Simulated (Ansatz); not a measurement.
## Electronic structure of C₄H₇FN (doublet) in real space

```tsv
atom	x (Å)	y (Å)	z (Å)
N	2.2761	-0.2615	0.3022
C	1.1555	0.0200	-0.5836
C	-0.0717	0.4244	0.2401
C	-0.9502	-0.7264	0.7147
C	-1.4084	0.1602	-0.4328
F	-2.3990	1.0534	-0.0660
H	2.5703	0.6347	0.7548
H	1.4238	0.8530	-1.2684
H	0.9581	-0.8805	-1.2048
H	-0.0343	1.3130	0.9063
H	-0.6338	-1.7440	0.4006
H	-1.4717	-0.5374	1.6769
H	-1.4149	-0.3089	-1.4399
```

Not at a stationary point (largest force 1.5 eV/Å).

These are results of SCF B3LYP, Gaussian basis in Ansatz, not measurements.

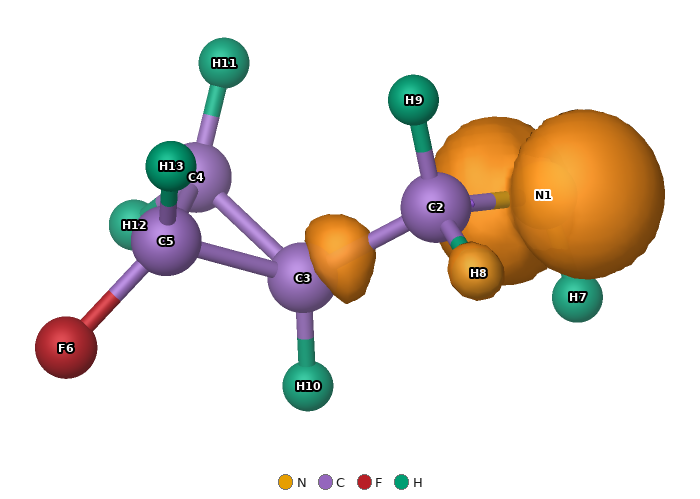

Figure 1. Isosurfaces of the spin density at +0.05 (orange) and −0.05 e/Å³ (purple), seen from one side.

Where is the unpaired spin?

The unpaired spin (1 electron) lies mostly on N1 (about 0.8), in electrons by Hirshfeld's partition.

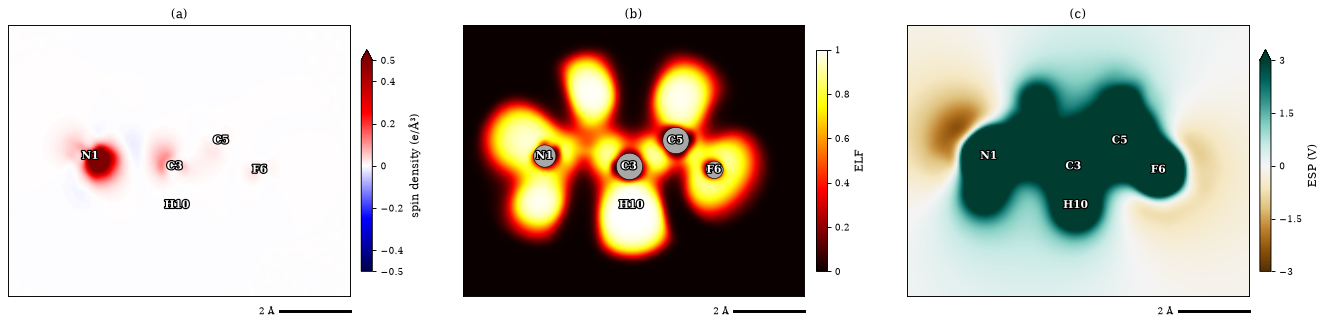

Figure 2. (a) spin density (α minus β); (b) ELF; (c) electrostatic potential on the plane of atoms C3, C5 and F6. Grey discs cover the atomic cores in the ELF map.

What does the map show?

Atoms in the plane: N, C, F and H.
C–F (1.38 Å): the ELF peaks at about 0.80 between the atoms, as expected for a polar covalent bond.
C–C (1.52 Å): the ELF peaks at about 0.90 between the atoms: localised, covalent bonding.
C–H (1.11 Å): the ELF climbs to about 1 towards the hydrogen, as it does in any bond to H; a covalent bond by its length.
The ELF also peaks beside F6 and N1, away from the bonds: non-bonding electrons, paired or unpaired.

Outside the dense part of the molecule the potential is most negative (−2.4 V) near N1.

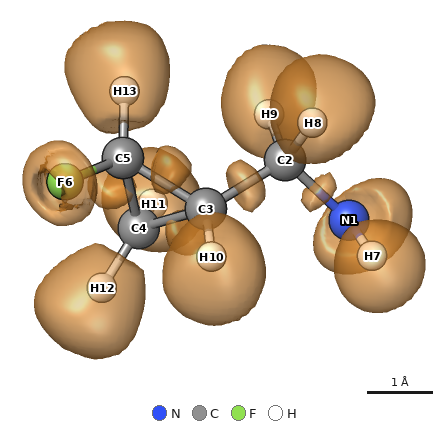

Figure 3. Isosurface of the ELF at 0.85 (orange), seen across its widest extent. Only the valence region is drawn (cores and ρ < 0.01 e/Å³ removed).

Describe the localisation domains.

The surface consists of four regions between bonded C–C atoms (shared pairs), one region between bonded C–N atoms (shared pairs), seven regions around hydrogen nuclei, one lobe on N, pointing away from the bonds (non-bonding electrons) and one region wrapped around F (its lone pairs, merged into a ring or cap). Profiles from the grid: C–N (1.46 Å): the ELF peaks at about 0.95 between the atoms, as expected for a covalent bond.

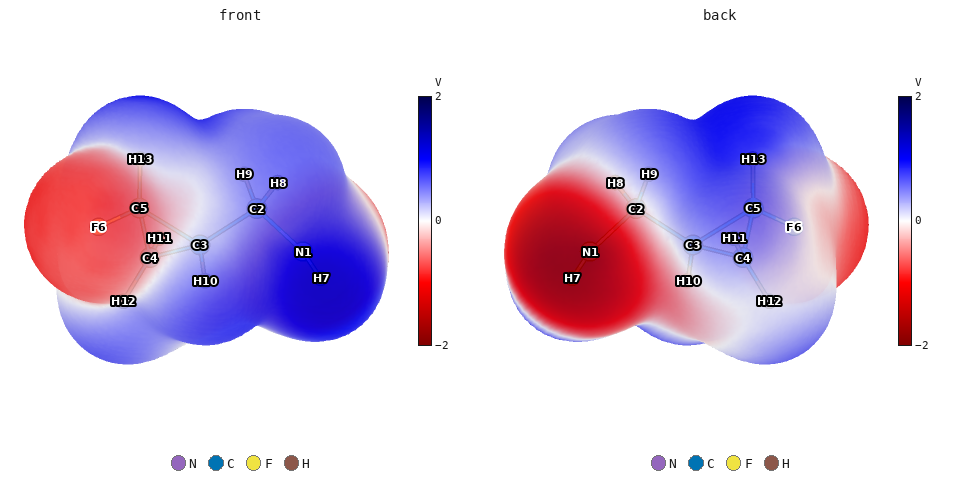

Figure 4. The electrostatic potential painted on the density surface at 0.001 e/bohr³, seen from the front and from behind; red is negative and blue positive.

Describe the electrostatic potential map.

The most negative region (about −1.7 V) lies over N1, the most positive (about +1.2 V) over H7. N1 is the likeliest acceptor of a hydrogen bond.
